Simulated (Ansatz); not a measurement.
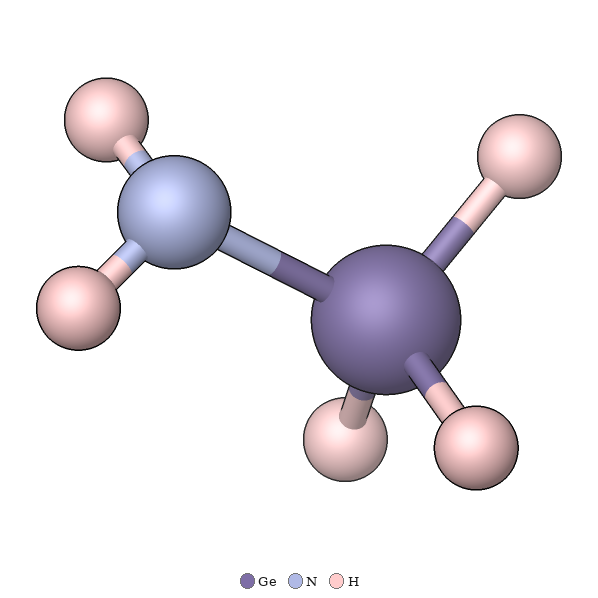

The picture shows a molecular structure as a ball-and-stick model. Every bond is drawn as one stick, whatever its order.

The geometry was computed by an optimisation with PBE0-D4/def2-TZVP.

Describe the molecule.

The molecule is GeH5N. The point group is Cs. Coordination: 1 Ge tetrahedral; 1 N trigonal pyramidal.

More results for the same structure follow; atom numbers are the same in all pictures, views and colours differ.

Geometry

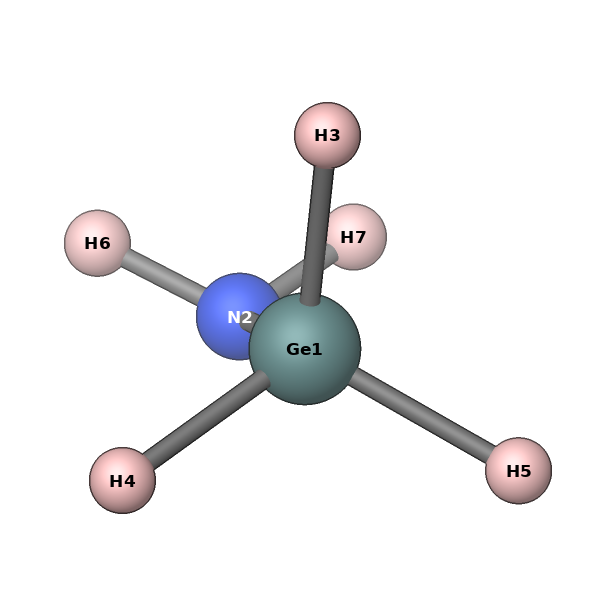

N2 lies behind Ge1. The molecule seen a little off the Ge1–N2 bond, Ge1 in front. Distant atoms are faded towards the background colour.

What is the torsion angle H3–Ge1–N2–H6? The sign is positive where the front bond must turn clockwise to cover the back bond.

Answer. −62°, synclinal (gauche).

Electronic properties

Level of theory: RKS PBE0-D4/def2-TZVP (Ansatz 0.2.0).

Computed properties:

- dipole moment: 1.16 D
- dispersion correction: −6.9 kJ/mol

Charges

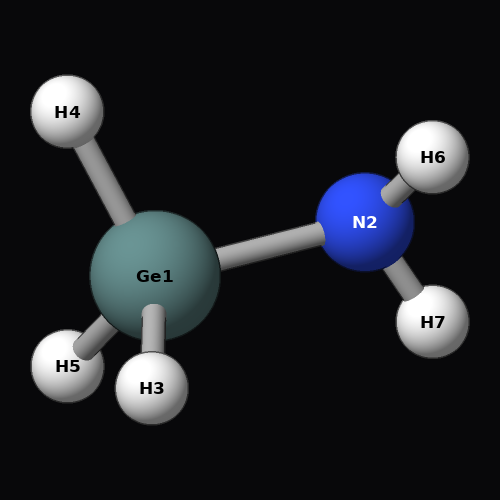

The questions are on Mulliken charges. Method: RKS PBE0-D4/def2-TZVP (Ansatz 0.2.0).

Which atom carries the highest charge (most positive or least negative)?

Answer. H6, H7 (0.24 e).

And the lowest?

Answer. N2 (−0.64 e).

Give the Mulliken charges atom by atom.

```csv
atom,value (e)
Ge1,0.20
N2,−0.64
H3,−0.02
H4,0.00
H5,0.00
H6,0.24
H7,0.24
```

Thermal motion

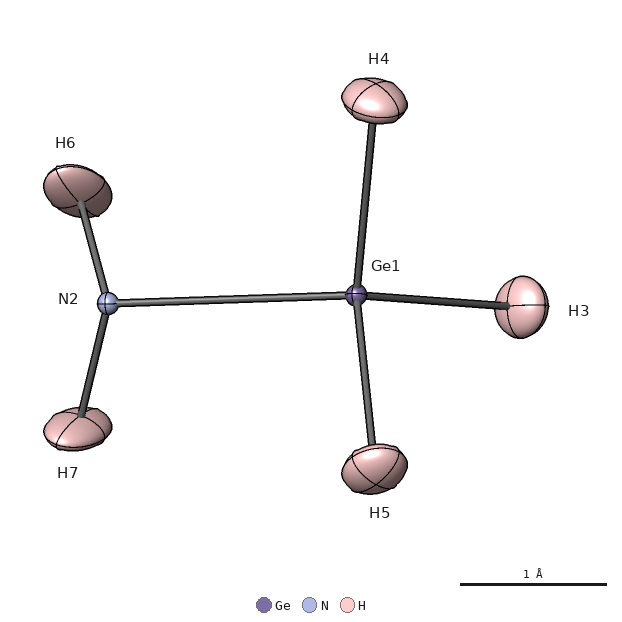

Displacement ellipsoids at the 50 % level, from the internal vibrations of the free molecule (harmonic, no overall translation or rotation; no half-axis is drawn under 0.075 Å). Vibrations computed with RKS PBE0-D4/def2-TZVP (Ansatz 0.2.0). Temperature: 0 K (zero-point motion alone).

Which atom has the largest mean-square displacement?

Answer. H6, H7, with U_eq = 0.0227 Å².

Does H6 move more along its bond or across it?

Answer. Across it: the root-mean-square amplitude is 0.069 Å along the bond and up to 0.214 Å across, since bending and torsion are softer than stretching.

List U_eq and the three principal root-mean-square amplitudes for each kind of atom.

```json
{"atom": "Ge1", "U_eq (Å²)": "0.00004", "rms amplitudes (Å)": "0.005, 0.005, 0.008"}
{"atom": "N2", "U_eq (Å²)": "0.00072", "rms amplitudes (Å)": "0.019, 0.019, 0.038"}
{"atom": "H3", "U_eq (Å²)": "0.0164", "rms amplitudes (Å)": "0.089, 0.137, 0.150"}
{"atom": "H4, H5", "U_eq (Å²)": "0.0167", "rms amplitudes (Å)": "0.087, 0.136, 0.155"}
{"atom": "H6, H7", "U_eq (Å²)": "0.0227", "rms amplitudes (Å)": "0.068, 0.132, 0.214"}
```

Mulliken values depend strongly on the basis set and can even reverse the polarity of a bond.
